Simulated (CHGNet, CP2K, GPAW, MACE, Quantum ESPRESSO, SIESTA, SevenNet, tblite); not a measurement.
**Other levels on GaN(111) slab, H on both faces (54 atoms)**

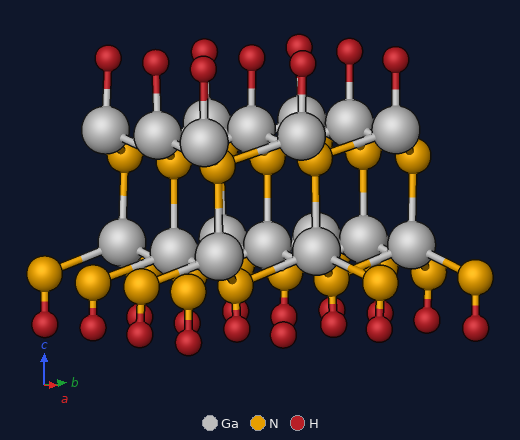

The cell (gallium light grey, nitrogen orange, hydrogen red). Bonds to atoms that aren't drawn are left out. Some periodic images of atoms are drawn too.

The cell holds 54 atoms: 18 Ga, 18 N and 18 H. Cell: a = 9.546 Å, b = 9.546 Å, c = 17.828 Å, α = 90.0°, β = 90.0°, γ = 120.0°. It derives from GaN (zinc-blende). Zinc-blende GaN (a = 4.5 Å), (111) slab of 4 atomic planes, 3 x 3 surface cells, H on the broken bonds of both faces, 12 Å of vacuum; displaced by a Gaussian of 0.02 Å. Then every atom was moved at random, 0.02 Å r.m.s. a Cartesian component (hydrogen 0.6 of that). Regions: slab, 36 atoms (18 Ga and 18 N); hydrogen, 18 atoms (18 H). Vacuum lies along c.

Geometry: as built.

The reference, a calculation:

* method: Kohn-Sham DFT, PBE, SSSP efficiency 1.3.0 pseudopotentials, plane waves (Quantum ESPRESSO 7.5); sssp-pbe-1.3.0-efficiency, cutoffs 70/560 Ry, Γ point
* r.m.s. force component: 1.159 eV/Å
* longest force: 4.334 eV/Å
* gap (highest filled to lowest empty level): 1.524 eV
* time: 27 min on 1 thread of Arm Neoverse V2, shared host
* CPU time: 27 min

Q: Estimate the differences from the reference, the CPU time and the memory of each run.
- SIESTA PBE, DZP, shift 0.01 Ry, mesh 500 Ry (SIESTA 5.4.2; 2 MPI ranks)
- tblite GFN1-xTB (tblite 0.8.0; 1 thread)
- MACE MPA-0 medium potential (MACE MPA-0 medium; 1 thread)
- GPAW PBE, LCAO sz(dzp), h 0.18 Å (GPAW 26.7.0; 1 thread)
- CHGNet 0.3.0 potential (CHGNet 0.3.0; 1 thread)
- GPAW PBE, LCAO dzp, h 0.18 Å, other mixer settings (GPAW 26.7.0; 1 thread)
- GPAW PBE, LCAO dzp, h 0.18 Å (GPAW 26.7.0; 1 thread)
- SevenNet l3i5 potential (SevenNet l3i5; 1 thread)
- GPAW PBE, plane waves 500 eV (GPAW 26.7.0; 2 MPI ranks)
- SIESTA RPBE, PBE potentials, DZP, shift 0.01 Ry, mesh 500 Ry (SIESTA 5.4.2; 2 MPI ranks)

Differences are against the plane-wave reference, forces as r.m.s. over components; share is that over the reference's r.m.s. force, slope the least-squares factor from reference forces to these. Total energies of different programs have different zeros and aren't compared.

| run | Δ force, r.m.s. (meV/Å) | share (%) | slope | Δ gap (eV) | cores | CPU time | memory (GiB) |
| --- | --- | --- | --- | --- | --- | --- | --- |
| reference | - | - | - | - | 1 | 27 min | 4.7 |
| SIESTA PBE, DZP, shift 0.01 Ry, mesh 500 Ry | 211 | 18.2 | 1.102 | 0.464 | 2 | 5.1 min | 1.8 |
| tblite GFN1-xTB | 476 | 41.0 | 0.701 | - | 1 | 1.7 s | 0.1 |
| MACE MPA-0 medium potential | 286 | 24.7 | 0.859 | - | 1 | 6.3 s | 0.81 |
| GPAW PBE, LCAO sz(dzp), h 0.18 Å (coarse) | 1176 | 101 | 1.412 | 0.259 | 1 | 25 s | 0.85 |
| CHGNet 0.3.0 potential | 489 | 42.2 | 0.692 | - | 1 | 3 s | 0.71 |
| GPAW PBE, LCAO dzp, h 0.18 Å, other mixer settings | 309 | 26.7 | 1.156 | 0.409 | 1 | 1.7 min | 0.97 |
| GPAW PBE, LCAO dzp, h 0.18 Å | 310 | 26.8 | 1.157 | 0.410 | 1 | 73 s | 1.1 |
| SevenNet l3i5 potential | 241 | 20.8 | 0.839 | - | 1 | 7.8 s | 1.1 |
| GPAW PBE, plane waves 500 eV | 194 | 16.7 | 1.075 | 0.0238 | 2 | 2.4 min | 1.2 |
| SIESTA RPBE, PBE potentials, DZP, shift 0.01 Ry, mesh 500 Ry | 189 | 16.3 | 1.109 | 0.532 | 2 | 5.5 min | 1.8 |

Rows marked coarse were listed beforehand as settings not expected to be converged; some can still land near the reference.

Times of the machine-learned potentials are mostly Python's start and the loading of weights.

CPU time is summed over cores on a shared host, where runs went side by side, so it is rough. Symmetry, cutoffs, thresholds, outputs and thread counts weren't matched or tuned between programs; memory under MPI is the largest rank's times the ranks.

PBE on plane waves or a grid with other potentials, cutoffs or grids, coarse settings apart, differs from the reference by 17 % (GPAW PBE, plane waves 500 eV) of the r.m.s. force; potentials, valence shells or grid differ, and the table alone doesn't part them. The PBE runs in local orbitals, coarse settings apart, differ by 18 % (SIESTA PBE, DZP, shift 0.01 Ry, mesh 500 Ry) to 27 % (GPAW PBE, LCAO dzp, h 0.18 Å); basis, grid and potentials can all enter. Tight binding differs by 41 % (tblite GFN1-xTB); it is another model, with fitted parameters of its own, and the xTB methods hold dispersion. Machine-learned potentials differ by 21 % (SevenNet l3i5 potential) to 42 % (CHGNet 0.3.0 potential); they were trained on other programs' data. Among those trained on PBE data the slope goes as low as 0.69, which softening far from their training structures can give, though the reference's k-sampling is untested too. Periodic xTB results under one method name differ between programs and library versions. With short bonds to hydrogen, sets of potentials differ among themselves by several per cent in forces even at converged cutoffs, so the reference isn't exact here either. Machine-learned potentials mimic data converged in k, so the reference's own k-point error enters their differences. Caps of real hydrogen don't mimic the fractional bonds of a polar compound, so surface states and strained caps may belong to the model. The electronic-structure runs sample only Γ, in a cell whose shortest periodic width is 8 Å.

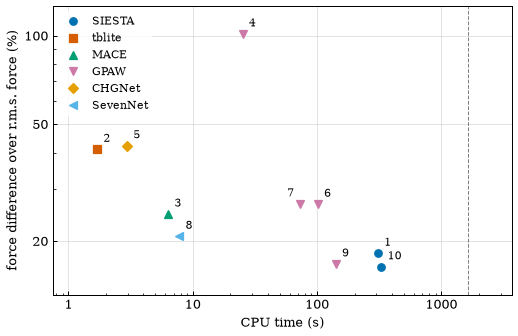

Force difference against CPU time; the dashed line marks the reference's time. Points: 1 SIESTA PBE, DZP, shift 0.01 Ry, mesh 500 Ry; 2 tblite GFN1-xTB; 3 MACE MPA-0 medium potential; 4 GPAW PBE, LCAO sz(dzp), h 0.18 Å; 5 CHGNet 0.3.0 potential; 6 GPAW PBE, LCAO dzp, h 0.18 Å, other mixer settings; 7 GPAW PBE, LCAO dzp, h 0.18 Å; 8 SevenNet l3i5 potential; 9 GPAW PBE, plane waves 500 eV; 10 SIESTA RPBE, PBE potentials, DZP, shift 0.01 Ry, mesh 500 Ry.

[Hosts, paths, dates, database ids (printed as entryN), source tags and the programs' standing remarks are cut or masked in the printed files.]
